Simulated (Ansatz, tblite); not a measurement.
# n-GeGeSiSiH10 (Si₂Ge₂H₁₀): one state, many levels

How do method and basis change the picture of n-GeGeSiSiH10 (Si₂Ge₂H₁₀) (singlet)?

The runs use Ansatz 0.2.0, Gaussian basis; as each input shows.

The runs, in order: GFN1-xTB, GFN2-xTB, PBE-D4/def2-TZVP, r2SCAN-D4/def2-TZVP, B3LYP-D4/def2-TZVP, HSE06-D4/def2-TZVP, LC-ωPBE/def2-TZVP, PBE-D4/def2-SVP, PBE0-D4/def2-SVP, CCSD(T)/def2-SVP, MP2/def2-TZVP.

2 further runs of the same task are left out: 2 set aside as unsound or not needed. Runs told in other sessions of the task aren't counted.

### 1 The structure

The geometry is that of the singlet, from an earlier relaxation (PBE-D4/def2-SVP).

14 atoms, charge 0, spin multiplicity 1.

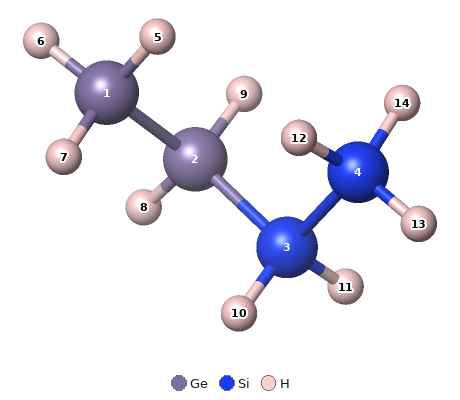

The structure; germanium purple, silicon blue, hydrogen pink; atoms are numbered from 1 in the order of the file.

PBE0-D4/def2-TZVP was run before; its log isn't repeated, and its numbers join the tables.

### 2 GFN1-xTB

Tight binding, by tblite at 300 K electronic temperature and without a spin-polarisation term:

```python
tblite.interface.Calculator('GFN1-xTB', numbers, positions, charge=0, uhf=0).singlepoint()
```

Energy -337.8364 eV, HOMO -11.37 eV, LUMO -7.74 eV; 0.014 s.

### 3 GFN2-xTB

Tight binding, by tblite at 300 K electronic temperature and without a spin-polarisation term:

```python
tblite.interface.Calculator('GFN2-xTB', numbers, positions, charge=0, uhf=0).singlepoint()
```

Energy -337.0479 eV, HOMO -9.78 eV, LUMO -5.78 eV; 0.013 s.

### 4 PBE-D4/def2-TZVP

start.molden holds the orbitals of an earlier run on this state, given as this run's starting guess.

Input file in.yaml:

```yaml
crystal:
  periodic: [false, false, false]
  atoms:
    - {symbol: Ge, position_ang: [-1.095734, -2.148275, 0.228633]}
    - {symbol: Ge, position_ang: [1.111116, -1.202367, -0.203353]}
    - {symbol: Si, position_ang: [1.165298, 1.071046, 0.552608]}
    - {symbol: Si, position_ang: [-0.575996, 2.267353, -0.480464]}
    - {symbol: H, position_ang: [-2.161830, -1.405492, -0.620583]}
    - {symbol: H, position_ang: [-1.140052, -3.657997, -0.129047]}
    - {symbol: H, position_ang: [-1.462380, -1.982560, 1.727617]}
    - {symbol: H, position_ang: [2.199868, -2.052509, 0.510707]}
    - {symbol: H, position_ang: [1.397561, -1.250046, -1.731032]}
    - {symbol: H, position_ang: [0.972914, 1.089794, 2.048280]}
    - {symbol: H, position_ang: [2.494794, 1.710219, 0.239341]}
    - {symbol: H, position_ang: [-1.898824, 1.663431, -0.088061]}
    - {symbol: H, position_ang: [-0.568214, 3.718012, -0.076990]}
    - {symbol: H, position_ang: [-0.438541, 2.179391, -1.977646]}
basis:
  gaussian: {orbitals: def2-TZVP, initial_orbitals: start.molden}
hamiltonian: {xc: pbe, dispersion: d4}
scf: {omitted_lower_state_checks: [starts]}
output: {forces: true, orbitals: {seedname: orbitals}}
```

Launch:

```
$ ansatz run in.yaml --threads 4 --pin off --events-out ev --progress --plain --max-ram 4787MiB
```

After this run come: r2SCAN-D4/def2-TZVP; B3LYP-D4/def2-TZVP; HSE06-D4/def2-TZVP; LC-ωPBE/def2-TZVP; PBE-D4/def2-SVP; PBE0-D4/def2-SVP; CCSD(T)/def2-SVP; MP2/def2-TZVP.

Before running them: what should the planned runs give, taken together? Wanted: gap in def2-TZVP, named functionals, smallest and largest; correlation energy, CCSD(T)/def2-SVP; correlation energy, MP2/def2-TZVP; binding an atom, CCSD(T)/def2-SVP; PBE0 total energy, smallest basis above largest.

As calculated:

| quantity | value |
| --- | --- |
| gap in def2-TZVP, named functionals, smallest and largest | 5.64 eV (PBE-D4), 12.00 eV (LC-ωPBE) |
| correlation energy, CCSD(T)/def2-SVP | -20.75 eV |
| correlation energy, MP2/def2-TZVP | -20.46 eV |
| binding an atom, CCSD(T)/def2-SVP | 2.656 eV |
| PBE0 total energy, smallest basis above largest | 19.74 eV (def2-SVP, def2-TZVP) |

Orbital gaps of the named functionals in def2-TZVP span 5.64 eV (PBE-D4) to 12.00 eV (LC-ωPBE); exact exchange widens it. The functionals in def2-TZVP miss CCSD(T)/def2-SVP by +0.124 (LC-ωPBE) to +0.178 eV (r2SCAN-D4) an atom. The yardstick is in a double-zeta basis, so levels in larger sets aren't compared like for like. The reference is CCSD(T) in one finite basis, so it carries an error of its own, often a tenth of an eV or more, and near misses can't be ranked.
